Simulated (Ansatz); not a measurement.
```yaml
crystal:
  lattice:
    - [-0.00300, -3.97243, -3.98923]
    - [-4.03416, -3.99949, 0.02405]
    - [-3.96448, 3.95386, -3.97366]
  atoms:
    - { symbol: C, position: [0.02956, 0.49014, 0.01880] }
    - { symbol: C, position: [0.00197, 0.99670, 0.99555] }
    - { symbol: C, position: [0.84095, 0.81604, 0.63579] }
    - { symbol: C, position: [0.80027, 0.35155, 0.65485] }
    - { symbol: C, position: [0.67731, 0.63796, 0.33244] }
    - { symbol: C, position: [0.64617, 0.19769, 0.35810] }
    - { symbol: C, position: [0.48856, 0.48501, 0.03350] }
    - { symbol: C, position: [0.48609, 0.03620, 0.98353] }
    - { symbol: C, position: [0.35203, 0.79416, 0.63845] }
    - { symbol: C, position: [0.34259, 0.34966, 0.68377] }
    - { symbol: C, position: [0.18465, 0.63410, 0.34605] }
    - { symbol: C, position: [0.15087, 0.20214, 0.32639] }
    - { symbol: C, position: [0.66852, 0.65003, 0.56068] }
    - { symbol: C, position: [0.65229, 0.18825, 0.58476] }
    - { symbol: C, position: [0.49800, 0.48778, 0.26401] }
    - { symbol: C, position: [0.33585, 0.34536, 0.92846] }
    - { symbol: C, position: [0.17983, 0.64715, 0.57393] }
    - { symbol: C, position: [0.01103, 0.49285, 0.25233] }
    - { symbol: Si, position: [0.82842, 0.33994, 0.92360] }
    - { symbol: Si, position: [0.83626, 0.82783, 0.90338] }
    - { symbol: Si, position: [0.50057, 0.00221, 0.24958] }
    - { symbol: Si, position: [0.34330, 0.82129, 0.91134] }
    - { symbol: Si, position: [0.16709, 0.16787, 0.58716] }
    - { symbol: Si, position: [0.99773, 0.99863, 0.26020] }
```

Space group P1; a generated structure, not necessarily the stable one.

Theory: Ansatz 0.2.0, DFT PBEsol, scalar-relativistic, plane waves, PAW.

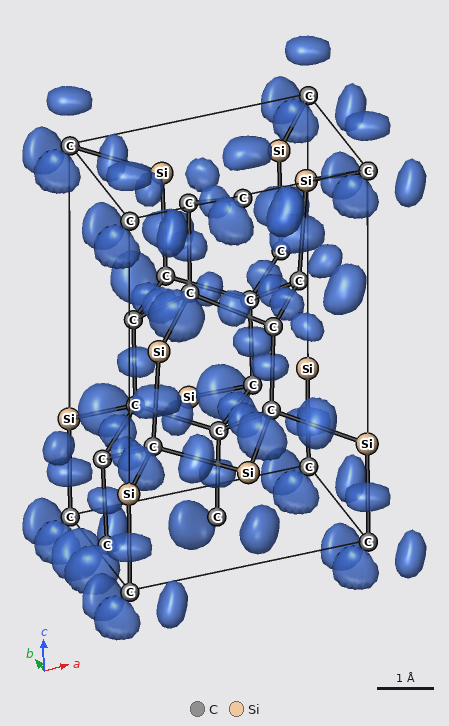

SiC₃. Isosurface of the electron localisation function at 0.85 (blue), seen slightly off an axis. Only the valence region is drawn (cores and ρ < 0.01 e/Å³ removed). Sticks mark near contacts.

> What do the ELF domains correspond to?

The surface consists of 23 regions between bonded C–C atoms (shared pairs), 24 regions between bonded C–Si atoms (shared pairs) and one region wrapped around C (its valence shell), counted in one cell of 24 atoms. Regions shared between cells count once. Profiles from the grid: C–C (1.52 Å): the ELF peaks at about 0.95 between the atoms, as expected for a shared electron pair. Si–C (1.76 Å): the ELF peaks at about 0.90 between the atoms, as expected for a covalent bond.
